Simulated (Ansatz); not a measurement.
## Electronic structure of B$_{2}$F$_{2}$H$_{2}$ (SMILES FBBF) in real space

```xyz
6

B    -0.0912   -1.2723   -0.4999
B    -1.0964    0.0965   -0.2515
F    -2.4093   -0.0422   -0.0867
F     0.2394   -1.6619   -1.7284
H    -0.6709    1.2352   -0.1702
H     0.3978   -1.9192    0.4092
```

Geometry: r2SCAN-D4/def2-SVP.

The calculation used isolated molecule in a Gaussian basis; Kohn-Sham density functional theory, functional PBE0 (Ansatz 0.2.0).

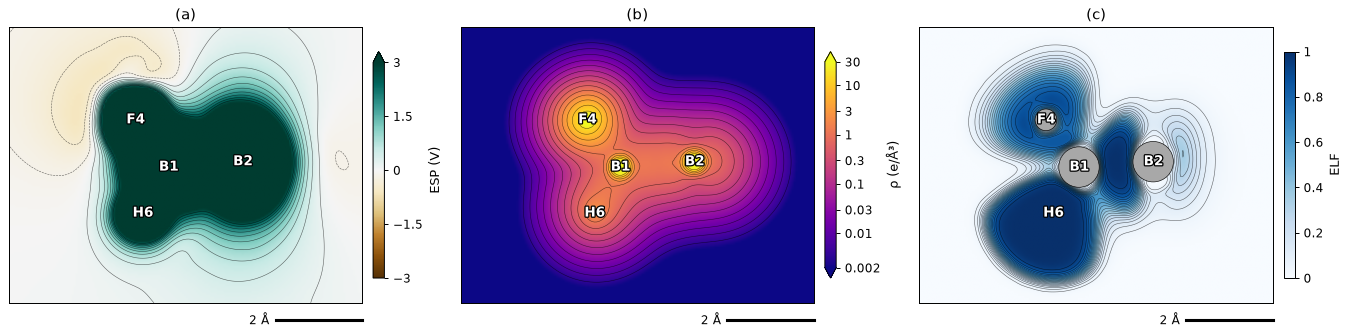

Figure 1. (a) electrostatic potential; (b) electron density; (c) electron localisation function on the plane of atoms B2, B1 and F4. Grey discs cover the atomic cores in the ELF map.

Q: Describe what can be read from this map.

A: The section cuts through B, F and H sites.
B–F (1.33 Å): ρ at the midpoint is about 2.2 e/Å³; the ELF peaks at about 0.85 between the atoms, as expected for a shared but strongly polarised pair.
B–B (1.72 Å): ρ is about 1.1 e/Å³ halfway; the ELF peaks at about 1 between the atoms (a shared electron pair).
B–H (1.22 Å): ρ at the midpoint is about 1.3 e/Å³; the ELF climbs to about 1 towards the hydrogen, as it does in any bond to H (an ordinary covalent bond to hydrogen).
The ELF also peaks beside F4, away from the bonds: lone-pair regions.
Outside the dense part of the molecule the potential is most negative (−0.6 V) near F4.

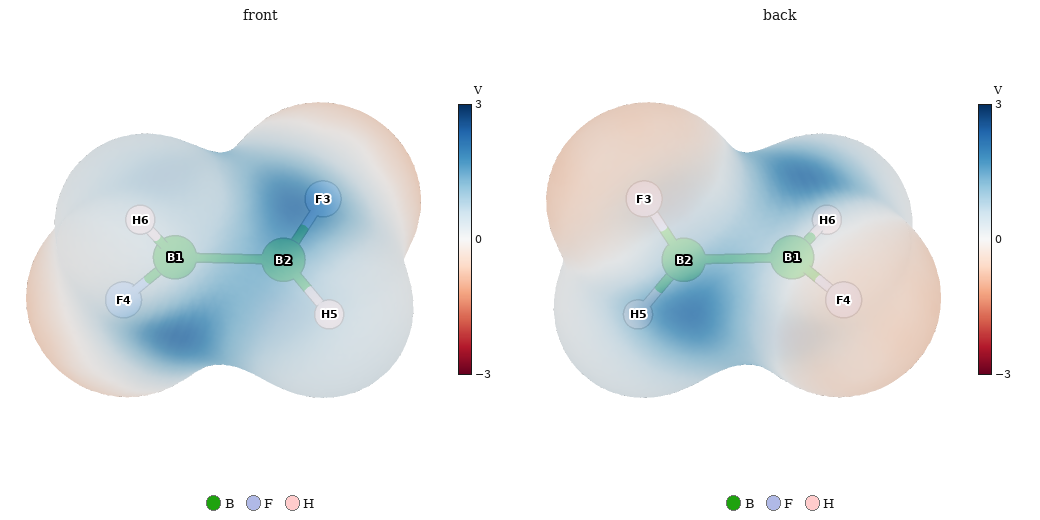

Figure 2. The molecular electrostatic potential painted on the density surface at 0.002 e/bohr³, seen from the front and from behind; the colour scale runs from red (negative) to blue (positive).

Q: Where is the surface potential most negative and most positive?

A: The most negative region (about −0.6 V) lies over F3 and F4, the most positive (about +2.1 V) over B1 and B2.

Q: What dipole moment does the calculation give?

A: Its dipole moment is 0.82 D.

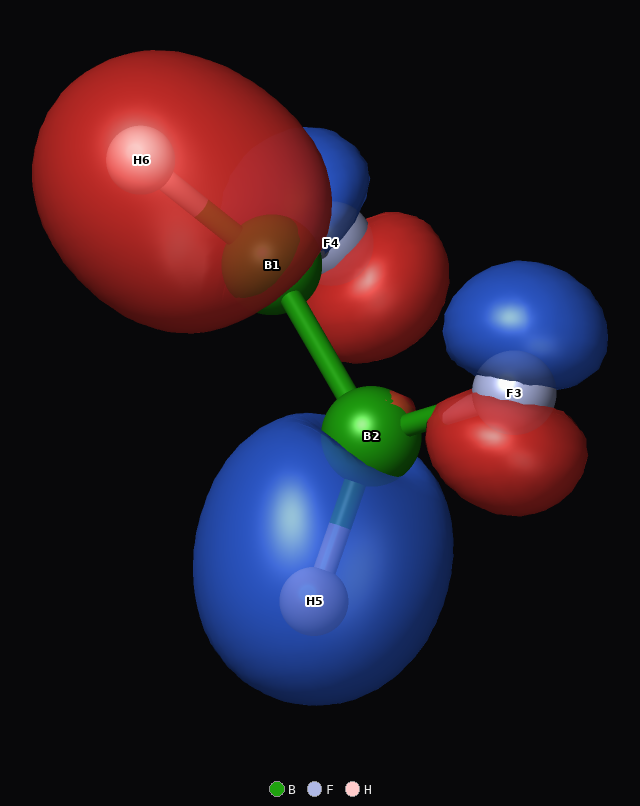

Figure 3. The HOMO−1 at ±0.15 Å⁻³ᐟ² (red and blue are the two phases), seen at an oblique angle.

Q: What is the character of this orbital?

A: Its weight (Hirshfeld) is mainly on H6 (about 20 %), H5 (about 20 %), B1 (about 15 %), B2 (about 15 %), F4 (about 15 %) and F3 (about 15 %). Its energy is −10.85 eV.
